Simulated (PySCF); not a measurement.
**C3H10F2GeSi: electronic excitations**

Wanted: the electronic excitations of C3H10F2GeSi (`CC[SiH2][GeH2][CH](F)F`), by calculation.

Computed with PySCF 2.14.0, with density-fitted response routines of our own, on a single molecule in the gas phase. Atoms count from 0, in the outputs and in this text.

## Step 1: The molecule as given

17 atoms, charge 0, multiplicity 1; geometry from: GFN2-xTB.

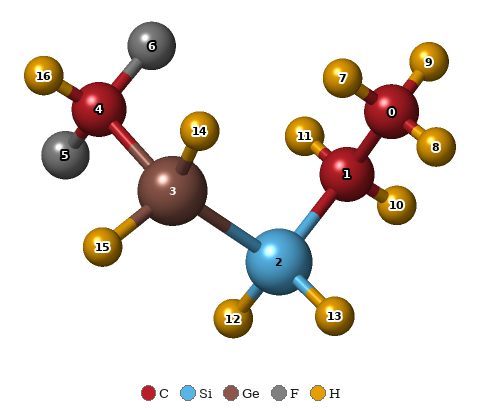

The starting geometry (carbon red, silicon blue, germanium brown, fluorine grey, hydrogen amber), atoms numbered; sticks join atoms by distance.

## Step 2: TDDFT and polarisability: wB97X-D/def2-SVPD

Job settings and geometry (Å):

```
{"job": {"kind": "uv", "xc": "wB97X-D", "basis": "def2-SVPD", "nstates": 8, "ntriplets": 3}, "charge": 0, "multiplicity": 1}
C     -1.965961    -0.365429     1.014500
C     -1.366901    -1.075929    -0.195484
Si    -0.544124     0.136891    -1.409793
Ge     1.132407     1.335265    -0.251517
C      2.441098     0.057041     0.586626
F      2.910989    -0.796176    -0.371572
F      1.790583    -0.730523     1.494658
H     -1.192584     0.178307     1.557981
H     -2.734166     0.342690     0.709638
H     -2.415600    -1.081917     1.699375
H     -2.145116    -1.646514    -0.704848
H     -0.625896    -1.798362     0.153250
H      0.084108    -0.573369    -2.527101
H     -1.524330     1.097763    -1.931794
H      0.780794     2.225990     0.920943
H      2.052062     2.228362    -1.054191
H      3.315639     0.477940     1.097791
```

Method: TDDFT wB97X-D/def2-SVPD, vertical, gas phase, core orbitals frozen in the response.

Command:

```sh
OMP_NUM_THREADS=1 python probes_run.py task.json out
```

This one command runs all jobs of the session in turn.

The log of the run:

```text
coarse grid: 64688 points
cycle   1  E = -2685.8015303739  dE = -1.185e-01  |g| = 7.656e-01  |ddm| = 4.836e+00
cycle   2  E = -2685.7920132499  dE =  9.517e-03  |g| = 8.712e-01  |ddm| = 1.319e+00
cycle   3  E = -2685.9083272583  dE = -1.163e-01  |g| = 5.667e-02  |ddm| = 6.789e-01
cycle   4  E = -2685.9089288668  dE = -6.016e-04  |g| = 2.868e-02  |ddm| = 1.116e-01
cycle   5  E = -2685.9090698606  dE = -1.410e-04  |g| = 5.788e-03  |ddm| = 4.437e-02
cycle   6  E = -2685.9090767911  dE = -6.931e-06  |g| = 1.312e-03  |ddm| = 1.408e-02
final grid: 135520 points
cycle   7  E = -2685.9084299796  dE = -2.056e-06  |g| = 1.357e-03  |ddm| = 1.397e-02
cycle   8  E = -2685.9084301304  dE = -1.507e-07  |g| = 1.222e-03  |ddm| = 3.315e-03
cycle   9  E = -2685.9084303175  dE = -1.871e-07  |g| = 1.080e-04  |ddm| = 1.248e-03
cycle  10  E = -2685.9084303221  dE = -4.669e-09  |g| = 5.768e-05  |ddm| = 3.050e-04
cycle  11  E = -2685.9084303234  dE = -1.245e-09  |g| = 1.602e-05  |ddm| = 1.333e-04
cycle  12  E = -2685.9084303235  dE = -8.004e-11  |g| = 5.651e-06  |ddm| = 3.059e-05
converged SCF energy = -2685.9084303235

Static polarisability (au): isotropic 97.832, principal 89.457 95.411 108.628

Singlet excitations
state   eV       nm        f      main configurations
  1   7.2522    171.0   0.08317   H->L 0.81
  2   7.4637    166.1   0.01749   H->L+1 0.58, H->L+2 0.15, H->L+3 0.14
  3   7.6113    162.9   0.04274   H-1->L 0.60, H-1->L+1 0.12
  4   7.8925    157.1   0.02752   H-1->L+1 0.47, H-1->L 0.23, H-1->L+2 0.09
  5   7.9930    155.1   0.25272   H->L+3 0.30, H->L+1 0.22, H->L+2 0.12
  6   8.0393    154.2   0.03459   H-2->L 0.50
  7   8.1970    151.3   0.07779   H->L+2 0.26, H-1->L+2 0.20, H->L+3 0.20
  8   8.3285    148.9   0.14539   H-1->L+2 0.26, H-2->L+1 0.13, H->L+2 0.11

Triplet excitations (Tamm-Dancoff, eV): 6.4385 6.7540 6.9986
```

Wall time 2.7 min (1 thread of Arm Neoverse N1, shared host); peak memory 1.1 GiB.

The orbitals next to the gap, with their largest atomic shares:

```tsv
orbital	eV	atoms
HOMO−3	-11.41	Ge3 32 %, H15 21 %, H14 15 %
HOMO−2	-10.87	Si2 22 %, Ge3 16 %, C1 13 %
HOMO−1	-10.38	C1 21 %, Ge3 18 %, Si2 15 %
HOMO	-9.96	Ge3 24 %, C4 22 %, Si2 16 %
LUMO	1.58	Ge3 23 %, Si2 22 %, C4 11 %
LUMO+1	1.72	Ge3 30 %, Si2 22 %, H14 17 %
LUMO+2	2.02	Ge3 33 %, Si2 19 %, H15 10 %
```

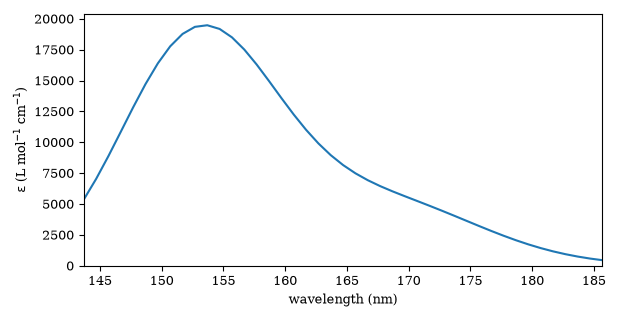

Absorption spectrum: each of the 8 states is a Gaussian band of 0.4 eV half-width at 1/e. Beyond the last state computed it falls off for lack of states.

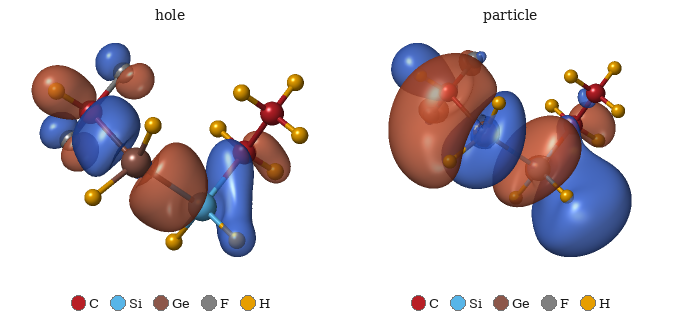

Leading natural transition orbitals of singlet state 5: the electron leaves the hole (left) for the particle orbital (right).

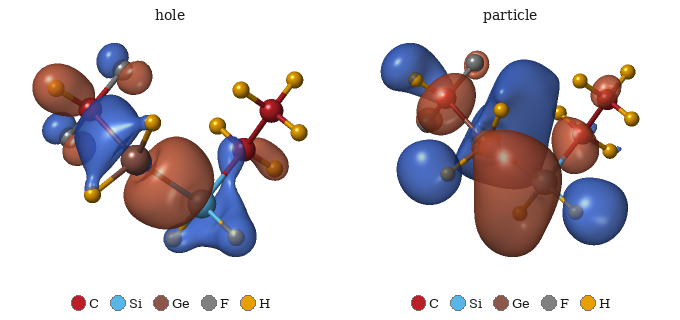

Leading natural transition orbitals of singlet state 1: the electron leaves the hole (left) for the particle orbital (right).

Ground-state properties from the same run:

```tsv
property	computed
dipole moment (D)	1.60
polarisability (Å³)	14.50
HOMO–LUMO gap (eV)	11.54
−ε(HOMO) (eV)	9.96
```

Orbitals, density, ELF and potential are computed afterwards from the orbital file.

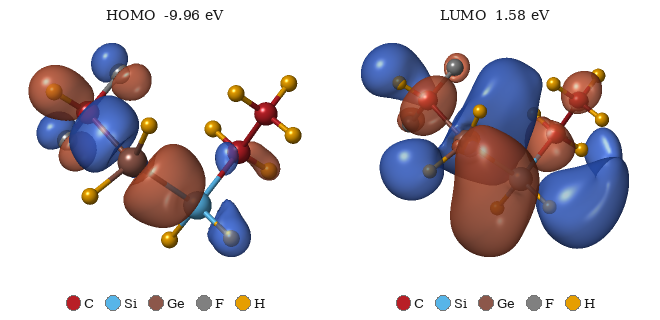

Frontier orbitals at wB97X-D/def2-SVPD; each surface holds 70 % of the orbital's density, blue and red mark the sign.

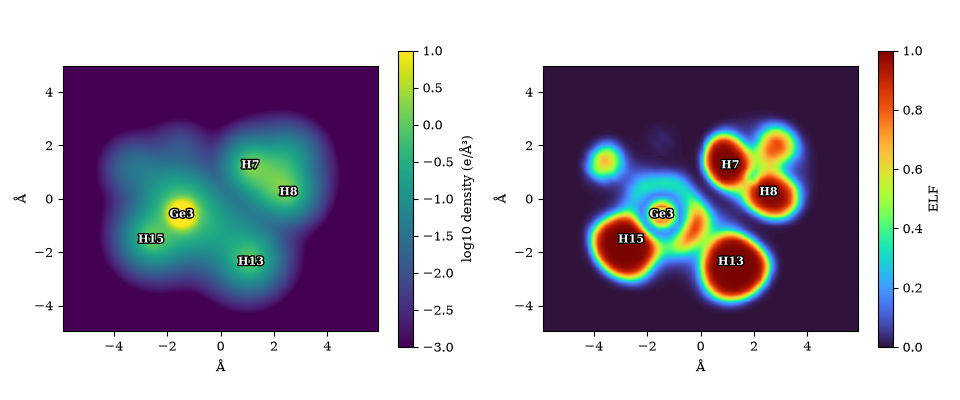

Density (left) and ELF (right) in a plane through or near 5 of the atoms.

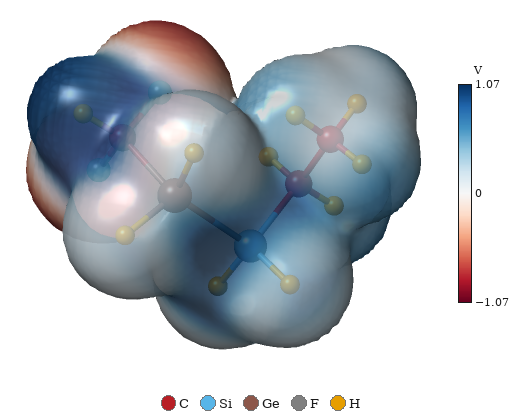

Electrostatic potential on the surface of density 0.002 e/bohr³; red is low, blue high. It runs from -0.90 V near F5 to 1.07 V near H16.

## Step 3: Summary of results

```
                                quantity                        value
      lowest singlet (wB97X-D/def2-SVPD)  7.25 eV (171 nm), f = 0.083
brightest single state of those computed  state 5, 7.99 eV, f = 0.253
                          lowest triplet                      6.44 eV
   surface potential, least and greatest           -0.90 V and 1.07 V
```

In words: The lowest singlet, at 7.25 eV, is HOMO→LUMO 0.81 and is bright; of the 8 states computed, the strongest absorption comes from state 5 at 7.99 eV (the last state computed is bright too, and its partners may lie past the list). The lowest triplet lies 0.81 eV below the lowest singlet (triplets in Tamm-Dancoff, singlets in full TDDFT).
